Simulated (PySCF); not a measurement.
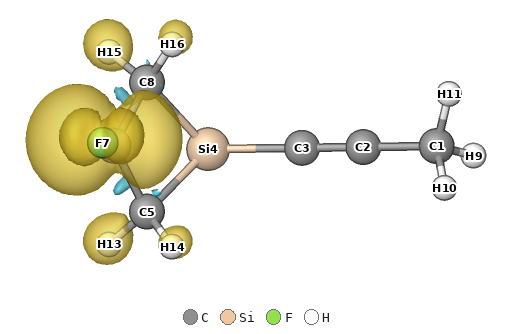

The picture shows: C6H8FSi (doublet). Isosurfaces of the spin density at +0.02 (yellow) and −0.02 e/Å³ (cyan), seen across its widest extent.

Geometry: GFN2-xTB.

Theory: PySCF 2.14.0, density-fitted response routines, UKS B3LYP, pcH-1 on C F H Si, non-relativistic, mean-field spin-orbit, GIAO.

```xyz
16

C     3.5261   -0.4716    0.1241
C     2.1466   -0.2512   -0.2383
C     0.9949   -0.0650   -0.5444
Si   -0.7692    0.2092   -0.9805
C    -1.9567   -1.1206   -0.2505
C    -2.4366   -0.0853    0.7172
F    -2.5718   -0.4179    2.0309
C    -1.7455    1.1920    0.3582
H     4.1528   -0.4442   -0.7669
H     3.6334   -1.4437    0.6046
H     3.8573    0.3028    0.8154
H    -0.9659    0.5970   -2.3763
H    -2.7371   -1.4833   -0.9219
H    -1.5221   -1.9945    0.2379
H    -2.4243    1.9625   -0.0112
H    -1.1892    1.6265    1.1905
```

### Describe the spin distribution.

The unpaired spin (1 electron) lies mostly on C6 (about 0.6) and F7 (about 0.1), in electrons by Hirshfeld's partition.
